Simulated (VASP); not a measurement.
Energy against volume of ZrC (rock salt). Computed with PBE GGA with D4 dispersion, VASP's PBE PAW potentials (set 64) (plane waves; VASP 6.6.1).

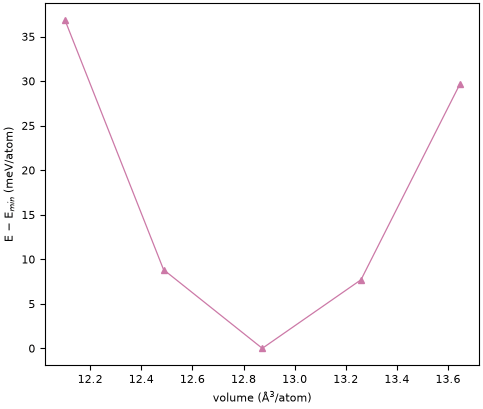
*Energy against volume*

Task: Estimate the equilibrium volume and the bulk modulus.

Result: The minimum lies near 12.9 Å³/atom, and the curvature gives B0 of about 230 GPa.

Measured: a 4.696 Å (computed value off by -0.2 %), as given by Guo-Xu Zhang et al., New Journal of Physics (2018), doi:10.1088/1367-2630/aac7f0. The calculation is for a static lattice, while the measured a holds thermal and zero-point effects, which are part of the difference.

The compound is ZrC in the rock salt structure. It was relaxed first.
